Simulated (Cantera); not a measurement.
A closed system holds: 1 mol B, 8.1 mol H2O, 11 mol H2, held at 2200 °C.

Method: chemical equilibrium by Gibbs-energy minimisation in Cantera with the NASA 1993 tables (ideal gas, pure condensed phases). Candidate condensed phases: B, B2O3, B3O3H3, H2O; 23 gas species. Kinetics and transport are ignored.

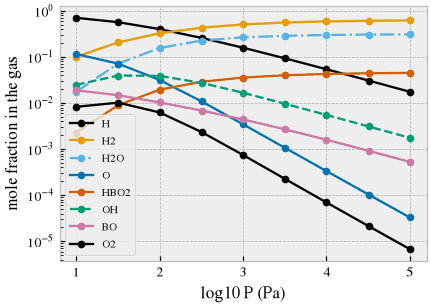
*Equilibrium gas composition (values under 1e-9 drawn at 1e-9)*

From 10.0 Pa to 100000 Pa nothing is condensed. The main B-bearing gas is BO at 10.0 Pa and HBO2 at 100000 Pa.
